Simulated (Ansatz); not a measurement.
# CH5GaO2 (SMILES [CH3][Ga]([OH])[OH]) at CCSD(T)/cc-pVDZ

What is the energy change on altering one bond length of CH5GaO2 at CCSD(T)/cc-pVDZ? 

The calculation is run with Ansatz 0.2.0.

80 further runs of the same task are left out: 3 that didn't finish, 77 set aside as unsound or not needed. Runs told in other sessions of the task aren't counted.

## (1) The molecule

The species is CH5GaO2 (9 atoms), meant as a singlet with charge 0. As SMILES, `[CH3][Ga]([OH])[OH]`. The coordinates come from a PBE0-D4/def2-TZVP relaxation. This is one conformer, not always the lowest.

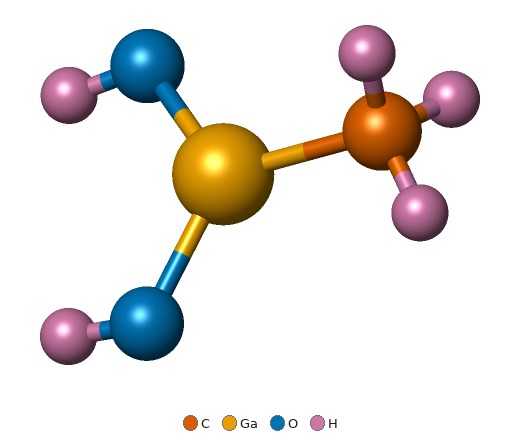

The structure, seen from a chosen angle (carbon orange, gallium amber, oxygen blue, hydrogen pink).

## (2) A single-point energy at CCSD(T)/cc-pVDZ

Contents of molecule.yaml:

```yaml
crystal:
  periodic: [false, false, false]
  atoms:
    - {symbol: C, position_ang: [0.139500, 0.740600, -1.385600]}
    - {symbol: Ga, position_ang: [-0.022300, -0.180400, 0.314900]}
    - {symbol: O, position_ang: [0.237900, -1.947500, 0.443200]}
    - {symbol: O, position_ang: [-0.435700, 0.706800, 1.814800]}
    - {symbol: H, position_ang: [0.259800, 0.024500, -2.197900]}
    - {symbol: H, position_ang: [1.005300, 1.404900, -1.368100]}
    - {symbol: H, position_ang: [-0.746600, 1.349900, -1.568800]}
    - {symbol: H, position_ang: [0.141200, -2.314500, 1.323600]}
    - {symbol: H, position_ang: [-0.490700, 0.169600, 2.607000]}
basis:
  gaussian: {orbitals: cc-pVDZ}
correlation: {method: ccsd_t, frozen_orbitals: {C: 1, Ga: 9, H: 0, O: 1}}
accuracy: high
scf: {omitted_lower_state_checks: [cluster_reference, increment]}
```

The run is started by

```console
$ ansatz run molecule.yaml --threads 1 --pin off --max-ram 3480MiB --events-out events.jsonl --progress --plain --runs-dir runs
```

The program printed, shortened:

```text
Warning: RAYON_NUM_THREADS=1 ignored (pool sized by the plan → 1); use --threads N
Functional definition: HF
  name "HF"
[...]
2140 factors; integrals over basis functions are off by at most 4.7e-9 eV
[...]
mean field -57519.25920277 eV, -2113.7937877478 hartree, gradient 3.0e-8 eV, S^2 0.000000; 0 other end points of the search recorded, 0 dependent functions left out
12 core orbitals not correlated: weight in the atoms' cores, before any rotation towards them, 1.000 or more for the frozen orbitals, at most 0.000 for the correlated occupied ones
reference -57519.25920277 eV, -2113.7937877478 hartree; 17, 17 occupied and 65, 65 virtual orbitals, 2140 factors
second order -16.70299796 eV of doubles, -0.00000000 eV of singles
cycle   1  -16.94869499 eV  change   -2.5e-1 eV  update   1.0e-1
[...]
cycle  20  -17.48296427 eV  change    3.1e-9 eV  update   1.2e-9
perturbative correction -0.44143397 eV, -0.0162223990 hartree
Total energy: -57537.18360101 eV, -2114.4524972332 hartree
Checks for a lower state left out: cluster_reference, increment
```

It took 41 s on 1 thread of Arm Neoverse V2, shared host; peak memory 0.6 GiB.

## (3) The distorted shape at the same level

Contents of job.yaml:

```yaml
crystal:
  periodic: [false, false, false]
  atoms:
    - symbol: C
      position_ang: [0.121452, 0.848032, -1.263735]
    - symbol: Ga
      position_ang: [-0.040348, -0.072968, 0.436765]
    - symbol: O
      position_ang: [0.219852, -1.840068, 0.565065]
    - symbol: O
      position_ang: [-0.453748, 0.814232, 1.936665]
    - symbol: H
      position_ang: [0.259800, 0.024500, -2.197900]
    - symbol: H
      position_ang: [0.987252, 1.512332, -1.246235]
    - symbol: H
      position_ang: [-0.764648, 1.457332, -1.446935]
    - symbol: H
      position_ang: [0.123152, -2.207068, 1.445465]
    - symbol: H
      position_ang: [-0.508748, 0.277032, 2.728865]
basis:
  gaussian:
    orbitals: cc-pVDZ
correlation:
  method: ccsd_t
  frozen_orbitals: {C: 1, Ga: 9, H: 0, O: 1}
scf:
  omitted_lower_state_checks: [cluster_reference, increment]
accuracy: high
```

The run is started by

```console
$ ansatz run job.yaml --threads 1 --pin off --max-ram 3480MiB --events-out events.jsonl --progress --plain --runs-dir runs
```

The program printed, shortened:

```text
Warning: RAYON_NUM_THREADS=1 ignored (pool sized by the plan → 1); use --threads N
[... 2 set-up lines as earlier in the session ...]
[...]
2148 factors; integrals over basis functions are off by at most 4.6e-9 eV
[...]
mean field -57518.90034275 eV, -2113.7805998851 hartree, gradient 3.4e-8 eV, S^2 0.000000; 0 other end points of the search recorded, 0 dependent functions left out
12 core orbitals not correlated: weight in the atoms' cores, before any rotation towards them, 1.000 or more for the frozen orbitals, at most 0.000 for the correlated occupied ones
reference -57518.90034275 eV, -2113.7805998851 hartree; 17, 17 occupied and 65, 65 virtual orbitals, 2148 factors
second order -16.75714152 eV of doubles, -0.00000000 eV of singles
cycle   1  -17.00371123 eV  change   -2.5e-1 eV  update   1.0e-1
[...]
cycle  20  -17.55460780 eV  change   -2.1e-9 eV  update   2.7e-9
perturbative correction -0.44991062 eV, -0.0165339105 hartree
Total energy: -57536.90486117 eV, -2114.4422537332 hartree
Checks for a lower state left out: cluster_reference, increment
```

Run time: 41 s. Hardware: 1 thread of Arm Neoverse V2, shared host; peak memory 0.6 GiB.

## (4) What came out

At CCSD(T)/cc-pVDZ, 12 core orbitals frozen:

```
                                                         quantity           value
                                        first shape: total energy  -2114.45250 Eh
        first shape: correlation energy (12 core orbitals frozen)      -658.7 mEh
                                      first shape: (T) correction      -16.22 mEh
                                       first shape: T1 diagnostic           0.013
                                    distorted shape: total energy  -2114.44225 Eh
    distorted shape: correlation energy (12 core orbitals frozen)      -661.7 mEh
                                  distorted shape: (T) correction      -16.53 mEh
                                   distorted shape: T1 diagnostic           0.013
energy change with the C1–H5 bond stretched from 1.090 to 1.253 Å        0.279 eV
```

**Reading.** With the C1–H5 bond stretched from 1.090 to 1.253 Å the energy rises by 0.28 eV (6.4 kcal/mol). The first shape isn't relaxed at this level, so the change isn't measured from a minimum. The triples (first shape) make up 2.5 % of the correlation energy. The triples (distorted shape) make up 2.5 % of the correlation energy.
